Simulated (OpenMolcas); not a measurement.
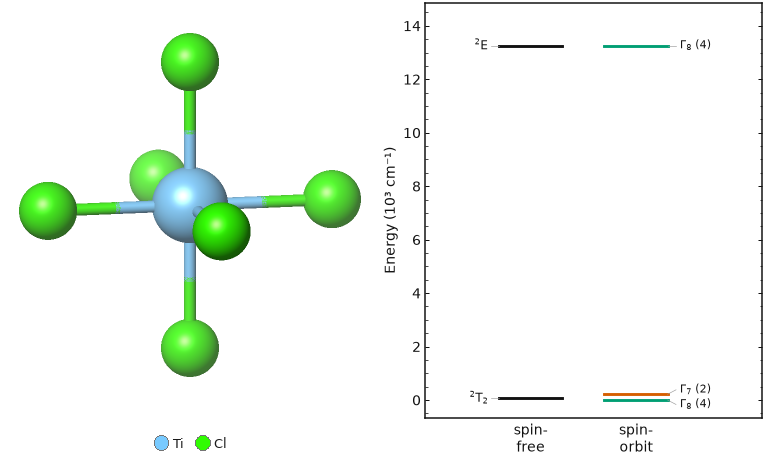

Ti³⁺ (3d) as a dopant in Cs₂NaYCl₆, a cluster with its 6 nearest Cl⁻ at 2.430 Å (octahedron) embedded in model potentials and point charges; the geometry was set, not optimised, and its levels. Labels give the representation in O, Td, D4 or D3 as the site allows (double group for half-integer spin) where it could be assigned and, in brackets, the degeneracy; spin-free states, where drawn, share the zero of the spin-orbit levels. The calculation used state-averaged SS-CASPT2, IPEA shift 0.25, imaginary shift 0.1 hartree, closed shells 3s 3p correlated, active space 1 electron in the shell 3d, basis ANO-RCC-VTZP on the metal and ANO-RCC-VDZP on the ligands, DKH2 scalar Hamiltonian, spin-orbit coupling by RASSI with atomic mean-field integrals (OpenMolcas).

Describe the ground state and the low levels.

The ground level is Γ₈, 4-fold degenerate, 100 % from states of spin multiplicity 2. The next level lies at 216 cm⁻¹ (Γ₇). The lowest spin-free state is ²T₂; of the same spin there follows at 13,200 cm⁻¹ (²E) above it. A ligand-field fit to the spin-free states gives |10Dq| = 13,200 cm⁻¹.

Limits of the model: the geometry is set by hand, with no relaxation and no charge compensation.
